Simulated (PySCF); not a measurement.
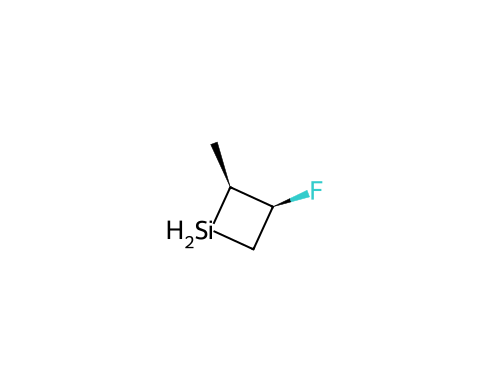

Computed geometry: GFN2-xTB optimisation. No frequency run is at hand to confirm it as a minimum. Method: ωB97X-D/def2-SVPD, gas phase (PySCF 2.14.0). Excitations: vertical, linear response.

What does the calculation give?

The species is C4H9FSi (`C[C@@H]1[SiH2]C[C@@H]1F`).
- dipole moment: 1.73 D
- HOMO energy (Kohn–Sham orbital): −9.71 eV
- LUMO energy (Kohn–Sham orbital): 1.84 eV
- HOMO–LUMO gap: 11.55 eV
- mean static polarisability: 72.3 bohr³
- lowest vertical singlet excitation: 7.18 eV
- its oscillator strength: 0.061

The geometry is semi-empirical. Around Si such bond lengths and angles can be off by a tenth of an ångström or more and by several degrees, and values that hang on the shape move with them.
